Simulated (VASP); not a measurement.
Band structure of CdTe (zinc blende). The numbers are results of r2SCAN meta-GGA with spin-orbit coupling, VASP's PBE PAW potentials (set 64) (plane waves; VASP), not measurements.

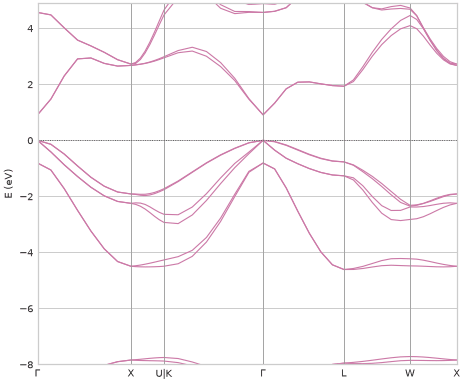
Figure: Bands along high-symmetry lines, zero at the valence-band maximum or, without a gap, the Fermi level

Read the plot: is there a gap, and where are the band edges?

The gap is direct, 0.91 eV, from the valence maximum at Γ to the conduction minimum at Γ.

Measured: gap 1.63 eV (computed value off by -0.72 eV), as given by Anna Miglio et al., npj Computational Materials (2020), arXiv:2011.12765 [zero-point renormalisation of 16 meV (experimental, the table's column) added back].

The compound is CdTe in the zinc blende structure. It was relaxed first.
